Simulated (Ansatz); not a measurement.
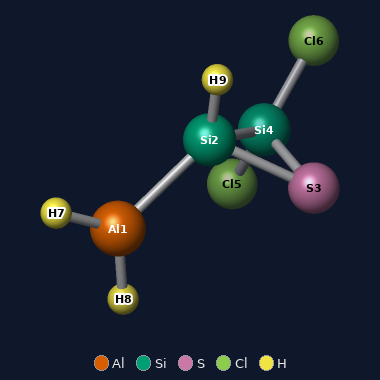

The system is AlCl₂H₃SSi₂, SMILES [AlH2][SiH]1S[Si]1(Cl)Cl; the picture shows the reference structure. 
- First axis: bond length Al1–Si2. Second axis: dihedral H7–Al1–Si2–Si4.
- Nothing is relaxed (all other coordinates rigid).
- The scan uses a 15 × 15 grid.
- Energies: eV, counted from the lowest grid point.
- Computed with Ansatz 0.2.0, RHF/def2-SVP.

Its coordinates:

```xyz
9

Al   -0.2209   -2.3171   -0.0670
Si    0.1637   -0.0664    0.8785
S     1.8877    0.9907   -0.1080
Si   -0.0377    1.7927   -0.3876
Cl   -0.7913    1.7444   -2.3040
Cl   -0.3919    3.6677    0.3728
H    -0.7995   -3.4663    0.8448
H     0.1084   -2.5410   -1.5890
H     0.1699    0.1491    2.3422
```

Range: bond length Al1–Si2 from 2.125 to 3.460 Å; dihedral H7–Al1–Si2–Si4 from −180 to 156°.

Question: What landscape does the calculation give?

Answer: The lowest grid point is at bond length Al1–Si2 = 2.507 Å, dihedral H7–Al1–Si2–Si4 = −156°. The highest grid point, bond length Al1–Si2 = 3.460 Å, dihedral H7–Al1–Si2–Si4 = −36°, lies 1.75 eV above the lowest. Round the minimum the two coordinates are nearly uncoupled.

```
dihedral H7–Al1–Si2–Si4 ↓, bond length Al1–Si2 →  2.125  2.221  2.316  2.411  2.507  2.602  2.697  2.793  2.888  2.983  3.079  3.174  3.269  3.365  3.460
                                             156   0.83   0.40   0.15   0.04   0.02   0.08   0.19   0.34   0.52   0.71   0.92   1.12   1.33   1.54   1.75
                                             132   0.85   0.41   0.16   0.04   0.03   0.08   0.20   0.35   0.52   0.71   0.92   1.13   1.33   1.54   1.75
                                             108   0.84   0.41   0.16   0.04   0.03   0.08   0.19   0.35   0.52   0.71   0.92   1.13   1.33   1.54   1.75
                                              84   0.82   0.40   0.15   0.03   0.02   0.08   0.19   0.34   0.52   0.71   0.92   1.12   1.33   1.54   1.75
                                              60   0.80   0.38   0.13   0.02   0.01   0.07   0.18   0.34   0.51   0.71   0.91   1.12   1.33   1.54   1.74
                                              36   0.79   0.37   0.13   0.01   0.00   0.06   0.18   0.33   0.51   0.70   0.91   1.12   1.33   1.54   1.74
                                              12   0.80   0.37   0.13   0.02   0.01   0.07   0.18   0.33   0.51   0.71   0.91   1.12   1.33   1.54   1.74
                                             −12   0.82   0.39   0.15   0.03   0.02   0.08   0.19   0.34   0.52   0.71   0.92   1.12   1.33   1.54   1.75
                                             −36   0.84   0.41   0.16   0.04   0.03   0.08   0.19   0.35   0.52   0.71   0.92   1.13   1.33   1.54   1.75
                                             −60   0.85   0.41   0.16   0.04   0.03   0.08   0.20   0.35   0.52   0.71   0.92   1.13   1.33   1.54   1.75
                                             −84   0.84   0.40   0.16   0.04   0.02   0.08   0.19   0.34   0.52   0.71   0.92   1.12   1.33   1.54   1.75
                                            −108   0.81   0.39   0.14   0.03   0.01   0.07   0.18   0.34   0.51   0.71   0.91   1.12   1.33   1.54   1.74
                                            −132   0.79   0.37   0.13   0.01   0.00   0.06   0.18   0.33   0.51   0.70   0.91   1.12   1.33   1.54   1.74
                                            −156   0.79   0.37   0.12   0.01   0.00   0.06   0.18   0.33   0.51   0.70   0.91   1.12   1.33   1.54   1.74
                                            −180   0.81   0.38   0.14   0.02   0.01   0.07   0.18   0.33   0.51   0.71   0.91   1.12   1.33   1.54   1.74
```

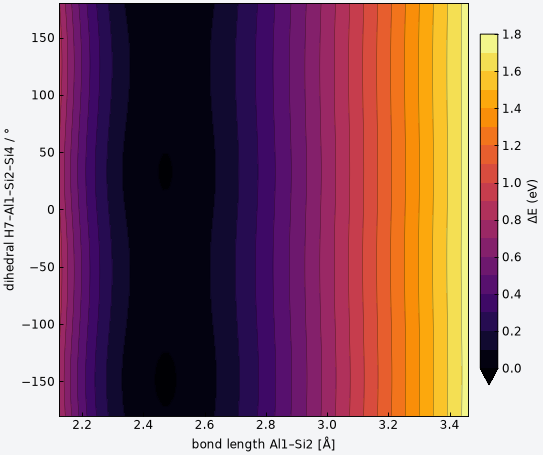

The picture shows filled contours. Between grid points the surface is interpolated.

Each point was launched as `ansatz run input.yaml --threads 1 --pin off --max-ram 2560MiB --backend cpu --events-out ev --progress --plain --runs-dir out`. Time for the 225 points that were run: 29 min on 1 thread of Arm Neoverse N1 (shared host).
